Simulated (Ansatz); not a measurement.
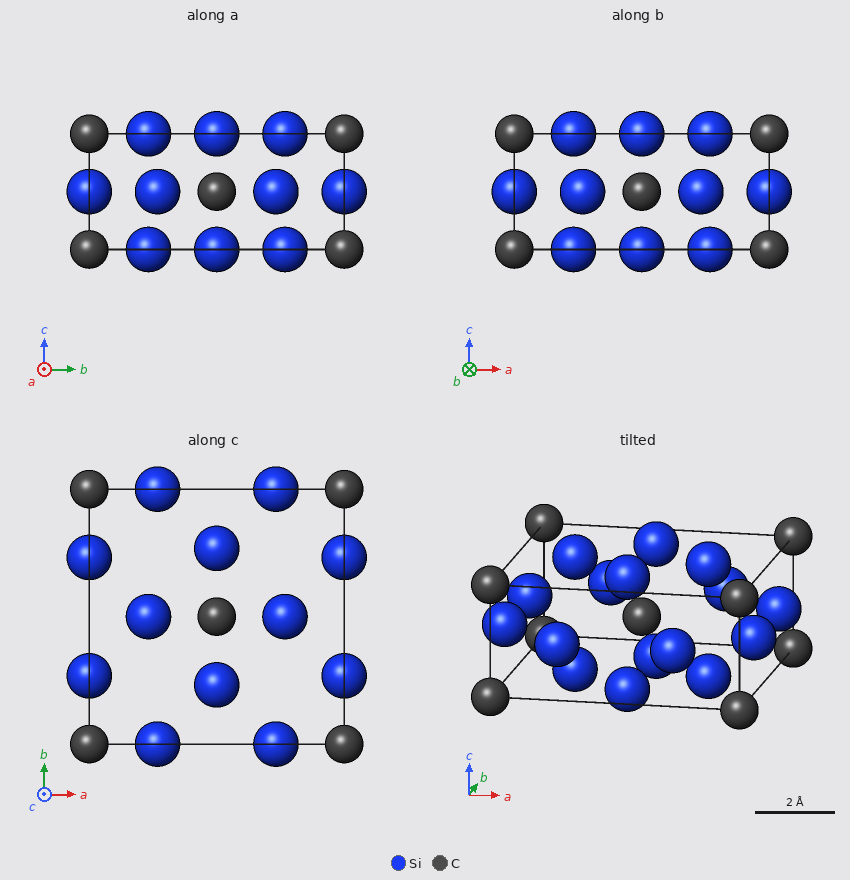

Shown here is a spheres-only view of the crystal, taken along the a axis, along the b axis, along the c axis and slightly off an axis. The conventional unit cell is drawn as a box.

Lattice parameters: a = 6.4943 Å, b = 6.4943 Å, c = 2.9476 Å, α = 90.000°, β = 90.000°, γ = 90.000°.

### Write down what is shown as a CIF in P1 with every atom of the cell, with free fractional coordinates to two decimals.

```cif
data_structure
_symmetry_space_group_name_H-M 'P 1'
_symmetry_Int_Tables_number 1
_cell_length_a 6.4943
_cell_length_b 6.4943
_cell_length_c 2.9476
_cell_angle_alpha 90.000
_cell_angle_beta 90.000
_cell_angle_gamma 90.000
_cell_volume 124.32
loop_
_atom_site_label
_atom_site_type_symbol
_atom_site_fract_x
_atom_site_fract_y
_atom_site_fract_z
_atom_site_occupancy
Si1 Si 0.00 0.27 0.50 1
Si2 Si 0.00 0.73 0.50 1
Si3 Si 0.77 0.50 0.00 1
Si4 Si 0.23 0.50 0.00 1
C1 C 0.00 0.00 0.00 1
Si5 Si 0.50 0.77 0.00 1
Si6 Si 0.50 0.23 0.00 1
Si7 Si 0.27 0.00 0.50 1
Si8 Si 0.73 0.00 0.50 1
C2 C 0.50 0.50 0.50 1
```

Starting structure: a structure type filled with these elements by a generator (whether the compound takes this form wasn't checked). Earlier steps of the study may have refined or changed the cell and positions. It was the input of a calculation with Ansatz.
